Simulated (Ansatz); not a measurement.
# Lattice dynamics of BeH2 (model cell, started as fluorite), part 2 of 2

Task: relax BeH2 (model cell, started as fluorite), then find its harmonic phonons.

Ansatz 0.2.0; DFT PBEsol, scalar-relativistic, plane waves, PAW.

So far. Step 4 (Relaxing to small forces for the phonons): The forces vanish by symmetry and the pressure is 0.001 GPa, within the tolerances set. The cell now holds 5.09 Å³/atom. The relaxed cell has a = 3.939 Å (conventional setting).

The structure was built from a prototype and need not be the compound's stable phase.

## (5) Phonons on a q mesh

Stability and thermal properties need the whole zone. Linear response on a 4×4×4 q mesh gives force constants as far as a supercell of that size would.

input.yaml

```yaml
crystal:
  lattice:
    - [0.0, 1.9694231691, 1.9694231691]
    - [1.9694231691, 0.0, 1.9694231691]
    - [1.9694231691, 1.9694231691, 0.0]
  atoms:
    - { symbol: Be, position: [0.0, 0.0, 0.0] }
    - { symbol: H, position: [0.25, 0.25, 0.25] }
    - { symbol: H, position: [0.75, 0.75, 0.75] }
kpoints:
  mp_grid: { grid: [16, 16, 16] }
hamiltonian:
  xc: pbesol
scf:
  occupations: { method: methfessel_paxton, width: 0.15 }
output:
  eigenvalues: true
phonons:
  method: dfpt
  qmesh: [4, 4, 4]
  temperatures: { t_max: 1000, t_step: 50 }
  qpath:
    path:
      - [[0.0, 0.0, 0.0], [0.5, 0.0, 0.5], [0.625, 0.25, 0.625]]
      - [[0.375, 0.375, 0.75], [0.0, 0.0, 0.0], [0.5, 0.5, 0.5], [0.5, 0.25, 0.75], [0.5, 0.0, 0.5]]
    npoints: 10
```

On the command line:

```console
ansatz run input.yaml --threads 4 --pin off --max-ram 7168MiB --backend cpu --events-out ev --progress --plain --runs-dir out
```

Numbers of over 12 decimals in the logs are rounded to 6 here.

What it wrote:

```text
Warning: phonons: the dynamical matrix that this run interpolates holds no multipole term above the dipole-dipole one, and a site of this crystal is no centre of inversion, so its interpolated transverse optical and acoustic branches and sound speeds can stay off near Gamma, and the density of states and the thermodynamics with them. What a run solves at a wave vector of phonons.qpoints, Gamma apart, where the deck admits one, is free of this, and under fd what a larger phonons.supercell samples
[...]
Crystal: 3 atoms, lattice volume = 15.277 Å³
Basis set: ecut = 420 eV, 307 PW (Γ), exchange–correlation on 40×40×40 points (8 copies of the dense FFT grid, shifted against one another)
Bands: 6, of which v1, the nominal top of the filled ones, is band 2 counted from 1 (1 counted from 0)
Symmetry: 48 space group operations
k-points: 145 of 4096
[...]
SCF iter   1: F=—  HF=-120.454554 eV  |F-HF|=—  |Δ(HF+E_count)|=         —  Δρ=6.58e-3  dr2=4.74e-3  ethr=1.77e-3  ⟨swp⟩=5.0  Hψ=7471  notcnv=0
[...]
SCF iter   6: F=-120.454303 eV  HF=-120.454303 eV  |F-HF|=1.82e-12  |Δ(HF+E_count)|=  2.14e-10  S|Δr|=    0.00e0  Δρ=3.31e-7  dr2=7.92e-12  ethr=1.00e-12  ⟨swp⟩=4.3  Hψ=3247  notcnv=0
SCF 1 converged in 6 iterations: F = -120.454303 eV  dr2 = 7.92e-12
[...]
SCF iter   1: F=—  HF=-120.454303 eV  |F-HF|=—  |Δ(HF+E_count)|=         —  Δρ=2.58e-7  dr2=4.27e-12  ethr=6.23e-9  ⟨swp⟩=3.1  Hψ=10107  notcnv=0
eigensolver tolerance schedule: the retry pair's looser diagonalisation over-reported the residual by 58306.44 of it (diagonalisation noise at 0.13 of the residual, at the tolerance the schedule requests for it); recorded, not acted on — ethr = c·dr2/N_el stays at c = 1.0e-1
[...]
SCF iter   2: F=-120.454303 eV  HF=-120.454303 eV  |F-HF|=5.40e-13  |Δ(HF+E_count)|=   1.33e-8  S|Δr|=    0.00e0  Δρ=1.79e-7  dr2=2.42e-12  ethr=1.00e-12  ⟨swp⟩=3.6  Hψ=3271  notcnv=0
SCF 2 converged in 2 iterations: F = -120.454303 eV  dr2 = 2.42e-12
phonons: the bands overlap, so this run is a metal and interpolates without the dipole-dipole term. If the crystal is really an insulator or semiconductor, its LO-TO splitting is missing
NSCF: frozen V_eff on 145 k-points
[...]
DFPT response loops at q = (0, 0, 0) (fractional): preconditioner auto → Kerker (q_TF=auto, 2.182 Å⁻¹) (partly filled bands, converged f_vac=0.000); β = 1.00, the filter's whole step (`scf.mixing.beta` (0.50) is not read by the response loops under this deck's `scf.mixing.preconditioner`; to damp them name `kerker` or `kerker_dos`, under which they read `scf.mixing.beta`, and type it under 1.00, their step now; both keys bind the ground state too); Broyden in place of MSR1
[...]
SCF converged after 6 iterations
[...]
Free energy (F): -120.454303 eV
[...]
Internal energy: -120.453699 eV  (E = F + TS)
E sigma→0 (E₀):  -120.454152 eV
Entropy (-TS):   -0.000604 eV (-0.201 meV/atom)
Fermi energy:    6.235849 eV
[...]
--- Band table (eV; the first three rows and the last of 145) ---
[...]
--- Phonons (Γ-DFPT): 2 representative perturbations + reference (Σ response iterations 7) ---
  ASR residual: 1.502e-4 → 0.000e0 eV/Å²; symmetrization residual: 2.621e-8 eV/Å²
  ASR residual per site (eV/Å²): 1.53e-5 1.50e-4 1.50e-4
  Γ frequencies (cm⁻¹): 0.00 0.00 0.00 444.89 444.89 444.89 1218.36 1218.36 1218.36
--- Phonons (arbitrary-q DFPT): 8 irreducible q on the 4×4×4 mesh ---
  q = [0.0000, 0.0000, 0.0000] (star 1, of the zone-centre solve; hermiticity 1.72e-8, symmetrization 8.84e-15): -0.00 -0.00 0.00 444.89 444.89 444.89 1218.36 1218.36 1218.36
  q = [0.0000, 0.0000, 0.2500] (star 8, 2 solved perturbations on 2176 of 4096 k-point pairs; hermiticity 4.70e-9, symmetrization 1.22e-14): -70.36 -70.36 200.25 643.63 694.32 694.32 1115.19 1128.39 1128.39
[...]
q = [0.0000, 0.2500, 0.2500] (star 6, 4 solved perturbations in 3616 linear systems a pass and spin channel, the states on 1160 of 4096 k-point pairs; hermiticity 9.06e-9, symmetrization 5.88e-15): -341.53 -341.53 27.96 27.96 339.65 658.83 1158.33 1230.81 1230.81
[...]
sum rule: each row above includes the acoustic sum rule's correction from the zone centre's row sums; it moved no ω² by more than (6.37 cm⁻¹)²
  mesh force constants: q→R imaginary residual 1.70e-17; ASR residual 1.502e-4 → 0.000e0 eV/Å²; symmetrization residual 2.220e-15 eV/Å²
  interpolated dispersion: 62 rows × 9 modes
  density of states and harmonic sums: on the 28×28×28 q-mesh, interpolated from the force constants of a 4×4×4 supercell (no non-analytic term)
  largest difference from the sums on the solved wave vectors: F 6.94e-2 eV, S 9.71e-5 and C_V 2.75e-5 eV/K
  zero-point energy: 0.312536 eV/cell   skipped modes (ω ≤ 0): 1856, of them read as no rigid motion or as one in doubt: 1853 (3.008e0 modes/cell left out, lowest -1502.13 cm⁻¹)   left out of the sums: 3.34e-1 of the cell's modes: C_V's classical limit lies that fraction below 3 k_B per atom; for a crystal, a wire or a layer, F and S can be off by more, and a phonons.interpolated_qmesh denser along its periods is the remedy for the sampling
```

The job ended after 44 s (4 threads of Arm Neoverse V2, shared host; peak memory 1.1 GiB).

In the SCF lines HF is the Harris–Foulkes energy and dr2 the Hartree energy of the density residual, in eV; the loop may stop once dr2 is under the threshold and the program's other checks hold. Hψ counts applications of the Hamiltonian.

Numbers from this step:

- sum-rule residual before enforcement: 1.50e-4 eV/Å²
- lowest frequency on the path: -1502 cm⁻¹
- point group: m-3m
- highest frequency on the path or at a solved wavevector: 1369 cm⁻¹
- highest optical mode at the zone centre (no LO-TO term): 1218 cm⁻¹
- lowest optical zone-centre mode: 444.9 cm⁻¹
- lowest mode on the q mesh (acoustic modes at Γ apart): -1502 cm⁻¹

Frequencies (cm⁻¹) solved at each irreducible wavevector; negative means imaginary. Frequencies by wavevector, by row:

| q in reciprocal lattice units | star | mode 1 | mode 2 | mode 3 | mode 4 | mode 5 | mode 6 | mode 7 | mode 8 | mode 9 |
| --- | --- | --- | --- | --- | --- | --- | --- | --- | --- | --- |
| 0 0 0 | 1 | 0 | 0 | 0 | 444.9 | 444.9 | 444.9 | 1218 | 1218 | 1218 |
| 0 0 0.25 | 8 | -70.4 | -70.4 | 200.2 | 643.6 | 694.3 | 694.3 | 1115 | 1128 | 1128 |
| 0 0 -0.5 | 4 | 50.8 | 50.8 | 206.1 | 830.3 | 937.8 | 1016 | 1016 | 1023 | 1023 |
| 0 0.25 0.25 | 6 | -341.5 | -341.5 | 28 | 28 | 339.6 | 658.8 | 1158 | 1231 | 1231 |
| 0 0.25 -0.5 | 24 | -735.5 | -393.7 | -154.3 | 130.5 | 471.7 | 490.8 | 1215 | 1235 | 1293 |
| 0 0.25 -0.25 | 12 | -884.5 | -164.9 | -83.7 | 143.1 | 748.2 | 832.8 | 1004 | 1091 | 1286 |
| 0 -0.5 -0.5 | 3 | -1502 | -774.5 | -774.5 | -207.5 | -207.5 | 474.1 | 1322 | 1322 | 1357 |
| 0.25 -0.5 -0.25 | 6 | -915.4 | -863.3 | -236.9 | 265.8 | 265.8 | 989.7 | 989.7 | 1353 | 1369 |

Interpolated from a 4×4×4 q mesh. The phonon branches at the labelled points (cm⁻¹):

| point | branch 1 | branch 2 | branch 3 | branch 4 | branch 5 | branch 6 | branch 7 | branch 8 | branch 9 |
| --- | --- | --- | --- | --- | --- | --- | --- | --- | --- |
| Γ | 0 | 0 | 0 | 445 | 445 | 445 | 1218 | 1218 | 1218 |
| X | -1502 | -774 | -774 | -208 | -208 | 474 | 1322 | 1322 | 1357 |
| U | -1119 | -533 | -151 | -132 | 399 | 476 | 1253 | 1282 | 1354 |
| jump to K | -1119 | -533 | -151 | -132 | 399 | 476 | 1253 | 1282 | 1354 |
| Γ | 0 | 0 | 0 | 445 | 445 | 445 | 1218 | 1218 | 1218 |
| L | 51 | 51 | 206 | 830 | 938 | 1016 | 1016 | 1023 | 1023 |
| W | -915 | -863 | -237 | 266 | 266 | 990 | 990 | 1353 | 1369 |
| X | -1502 | -774 | -774 | -208 | -208 | 474 | 1322 | 1322 | 1357 |

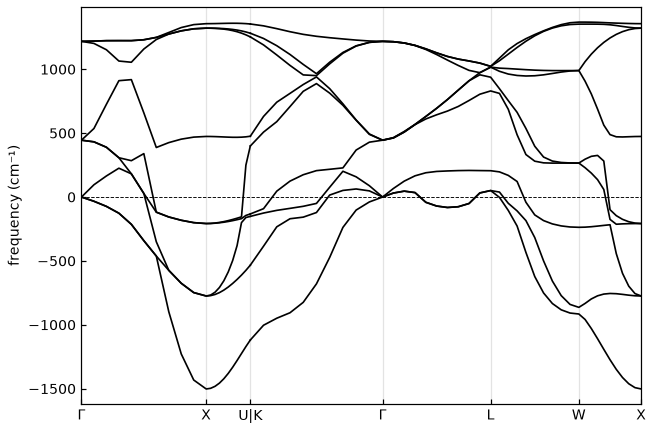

Phonon branches along the path.

The phonon density of states has structure finer than the step of the table below, so its rows give means over 200 cm⁻¹, whole bins alone (the curve runs from -1512 to 1362 cm⁻¹). Peaks (cm⁻¹: height): -162.5: 0.0105, 262.5: 0.00512, 462.5: 0.00508, 912.5: 0.00458, 1237.5: 0.0108.

Tetrahedra on a 28×28×28 mesh, mean over bins of 25 cm-1. Interpolated from a 4×4×4 q mesh. Phonon density of states against wavenumber; means over each step:

| wavenumber (cm⁻¹) | phonon density of states (1/cm⁻¹/cell) |
| --- | --- |
| -1400 | 1.4e-4 |
| -1200 | 3.2e-4 |
| -1000 | 7.7e-4 |
| -800 | 0.00172 |
| -600 | 0.00203 |
| -400 | 0.00167 |
| -200 | 0.00620 |
| 0 | 0.00307 |
| 200 | 0.00396 |
| 400 | 0.00342 |
| 600 | 0.00244 |
| 800 | 0.00316 |
| 1000 | 0.00455 |
| 1200 | 0.00858 |

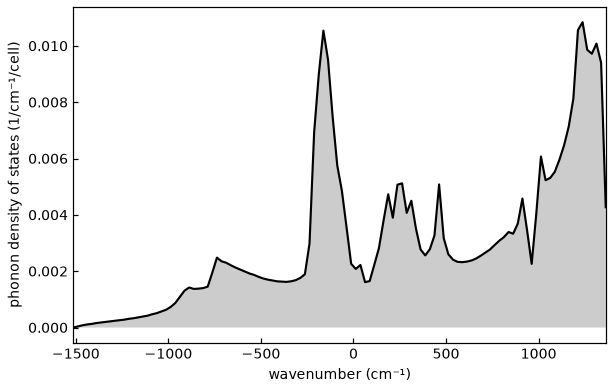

Phonon density of states, plotted against wavenumber.

The partial phonon density of states has structure finer than the step of the table below, so its rows give means over 200 cm⁻¹, whole bins alone (the curve runs from -1496 to 1418 cm⁻¹). Peaks (cm⁻¹: height): Be -158.3: 0.00946, 244.9: 0.00423; H -726.4: 0.00251, 1234.5: 0.0105.

Phonopy on the run's constants, 21x21x21 mesh, Gaussian sigma 20.8 cm-1. Interpolated from a 4×4×4 q mesh. The partial phonon density of states by wavenumber; means over each step; values in 1/cm⁻¹/cell:

| wavenumber (cm⁻¹) | Be | H |
| --- | --- | --- |
| -1200 | 0 | 3.1e-4 |
| -1000 | 1.2e-5 | 7.8e-4 |
| -800 | 5.4e-5 | 0.00169 |
| -600 | 1.2e-4 | 0.00188 |
| -400 | 3.3e-4 | 0.00130 |
| -200 | 0.00556 | 7.5e-4 |
| 0 | 0.00272 | 2.0e-4 |
| 200 | 0.00349 | 5.4e-4 |
| 400 | 0.00219 | 0.00125 |
| 600 | 4.0e-4 | 0.00204 |
| 800 | 8.6e-5 | 0.00304 |
| 1000 | 1.7e-5 | 0.00457 |
| 1200 | 2.2e-5 | 0.00853 |

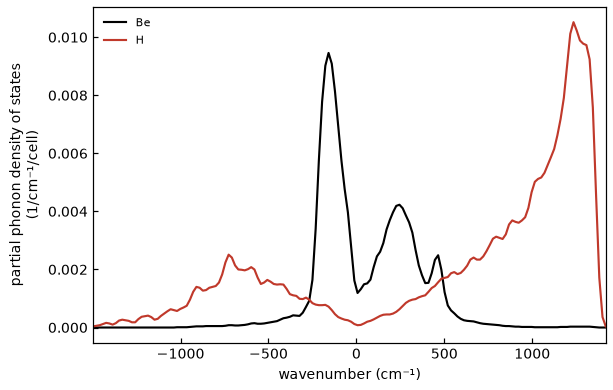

Partial phonon density of states, plotted against wavenumber.

Symmetry leaves 8 wavevectors to solve. The lowest mode among them, the acoustic zeros apart, lies at q = (0, -0.5, -0.5) and is imaginary, 1502.1i cm⁻¹, so the energy falls along it.

## (6) Isotope substitution

An isotope changes the mass and not the force constants, so no new electronic calculation is needed; the shifts show which modes move this element.

The same force constants with the mass of H changed from 1.008 to 2.014 u (phonopy, no LO-TO term). Both lists are sorted by frequency; levels can cross, so a row need not hold one and the same mode. Modes under 3 cm⁻¹ are left out. Isotope shifts, by row:

| q | rank | natural mass (cm⁻¹) | changed mass (cm⁻¹) |
| --- | --- | --- | --- |
| 0 0 0 | 4 | 444.9 | 342.2 |
| 0 0 0 | 5 | 444.9 | 342.2 |
| 0 0 0 | 6 | 444.9 | 342.2 |
| 0 0 0 | 7 | 1218 | 861.9 |
| 0 0 0 | 8 | 1218 | 861.9 |
| 0 0 0 | 9 | 1218 | 861.9 |
| 0 0 0.25 | 1 | -70.36 | -69.35 |
| 0 0 0.25 | 2 | -70.36 | -69.35 |
| 0 0 0.25 | 3 | 200.2 | 184.9 |
| 0 0 0.25 | 4 | 643.6 | 492.7 |
| 0 0 0.25 | 5 | 694.3 | 498.2 |
| 0 0 0.25 | 6 | 694.3 | 498.2 |
| 0 0 0.25 | 7 | 1115 | 789.7 |
| 0 0 0.25 | 8 | 1128 | 798.4 |
| 0 0 0.25 | 9 | 1128 | 798.4 |
| 0 0 -0.5 | 1 | 50.76 | 50.67 |
| 0 0 -0.5 | 2 | 50.76 | 50.67 |
| 0 0 -0.5 | 3 | 206.1 | 199 |
| 0 0 -0.5 | 4 | 830.3 | 608.2 |
| 0 0 -0.5 | 5 | 937.8 | 663.4 |
| 0 0 -0.5 | 6 | 1016 | 720.3 |
| 0 0 -0.5 | 7 | 1016 | 720.3 |
| 0 0 -0.5 | 8 | 1023 | 723.5 |
| 0 0 -0.5 | 9 | 1023 | 723.5 |
| 0 0.25 0.25 | 1 | -341.5 | -244.7 |
| 0 0.25 0.25 | 2 | -341.5 | -244.7 |
| 0 0.25 0.25 | 3 | 27.96 | 27.58 |
| 0 0.25 0.25 | 4 | 27.96 | 27.58 |
| 0 0.25 0.25 | 5 | 339.6 | 337.5 |
| 0 0.25 0.25 | 6 | 658.8 | 466.1 |
| 0 0.25 0.25 | 7 | 1158 | 824.8 |
| 0 0.25 0.25 | 8 | 1231 | 871.6 |
| 0 0.25 0.25 | 9 | 1231 | 871.6 |

A mode of this element alone would shift by -29.26 %. The highest zone-centre frequency without the field goes from 1218.4 to 861.9 cm⁻¹ (-29.3 %). The product of the frequency ratios over all optical modes at Γ is 0.161; the product rule, (m/m′)^(3k/2) (M′/M)^(3/2) with k = 2 such atoms and M the mass of the cell, gives 0.161.

## (7) Outcome

```
space group after relaxation (within 0.01 Å)            : Fm-3m
volume per atom                                         : 5.09 Å³
electronic character                                    : no gap on this mesh
highest optical mode at the zone centre (no LO-TO term) : 1218 cm⁻¹
lowest optical zone-centre mode                         : 445 cm⁻¹
lowest mode on the q mesh (acoustic modes at Γ apart)   : -1502 cm⁻¹
highest frequency on the path or at a solved wavevector : 1369 cm⁻¹
imaginary modes on the 4×4×4 q mesh                     : yes
```

**Reading.** Modes are clearly imaginary (beyond 10i cm⁻¹) at 6 of the 8 irreducible wavevectors, most at q = (0, -0.5, -0.5) (1502.1i cm⁻¹), so this structure is not a minimum of the energy. The optical modes at Γ span 445 to 1218 cm⁻¹. With no gap, or one that is small against the smearing, the frequencies hang on the k mesh and the smearing, most of all near Kohn anomalies. The starting cell was built on a prototype and not taken from a measurement, so the phase need not exist. These are harmonic frequencies at zero temperature: anharmonic shifts, linewidths and thermal expansion are left out.

[Logs are printed without paths, hosts, clocks, repeated set-up lines and the standing remarks that a program may print on its own settings, such as how far it seeks lower states.]

[Hosts, paths, dates, database ids (printed as entryN), source tags and the programs' standing remarks are cut or masked in the printed files.]
